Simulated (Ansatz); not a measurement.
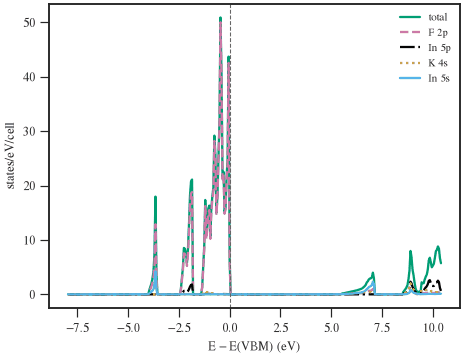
Figure: Total and projected density of states of K$_{2}$NaInF$_{6}$ in space group Fm-3m (No. 225; K on 8c, Na on 4b, In on 4a, F on 24e), DFT-PBEsol in the program Ansatz with PAW potentials

Task: Which orbitals carry the states next to the gap?

Result: Top 1 eV of the valence band: F 2p 97 %. Bottom 1 eV of the conduction band: K 4s 33 %, In 5s 27 %, F 2p 15 %, F 2s 13 %, Na 3s 8 %. Projections are on Löwdin-orthogonalised atomic valence shells; empty p or d shells of many metals are not among them.

Task: Where is the tallest occupied peak in this window, and what makes it?

Result: Near -0.4 eV, about 51 states/eV per cell; the largest projected share is F 2p.

The first step of the workflow began from a Materials Project structure, measured or hypothetical; the Crystallography Open Database copy checked does not list it. Its standing as an ambient phase is unchecked. The PBEsol relaxation kept the symmetry of its start; its stability against distortions is not shown here. Scalar-relativistic: spin–orbit coupling is off unless named, which matters more the heavier the elements.

Potentials: the later of the program's two PAW sets.
